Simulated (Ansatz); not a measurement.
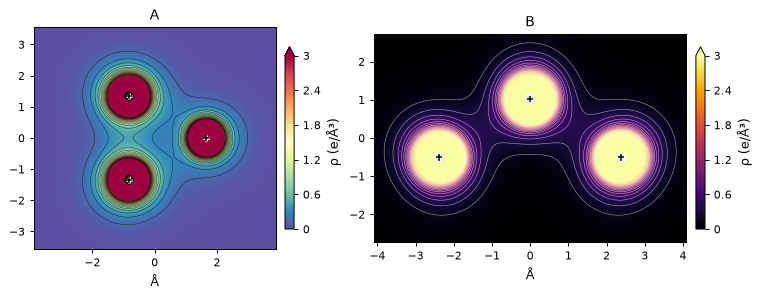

The electron density of 2 systems, each on a plane through atoms (crosses mark nuclei in the plane).

All numbers below come from RKS PBE0-D4/def2-TZVPD in Ansatz 0.2.0.

System 1: GaSb2 (charge −1), the molecular plane. Geometry: B3LYP-D4/def2-TZVPD; core potentials replace the inner electrons of Sb.

```tsv
atom	x (Å)	y (Å)	z (Å)
Ga	-0.7105	-1.4939	-0.0216
Sb	1.5625	0.1723	0.0479
Sb	-0.8520	1.3217	-0.0263
```

System 2: Te3 (charge −2), the molecular plane. Geometry: B3LYP-D4/def2-SVPD; core potentials replace the inner electrons of Te; the highest occupied orbital lies above zero, a sign that basis and functional describe the outermost electron poorly.

```yaml
atoms:
  - { symbol: Te, position_ang: [-1.9839, -1.1796, -0.7790] }
  - { symbol: Te, position_ang: [0.3198, -0.5993, 0.7599] }
  - { symbol: Te, position_ang: [1.6641, 1.7789, 0.0191] }
```

Match each panel to its system.

Panel A is system 1, GaSb2: the plane holds Ga and Sb. Sb–Sb (2.68 Å): the density is about 0.46 e/Å³ at the midpoint. Panel B is system 2, Te3: the plane holds Te. Te–Te (2.83 Å): the density is about 0.39 e/Å³ at the midpoint.
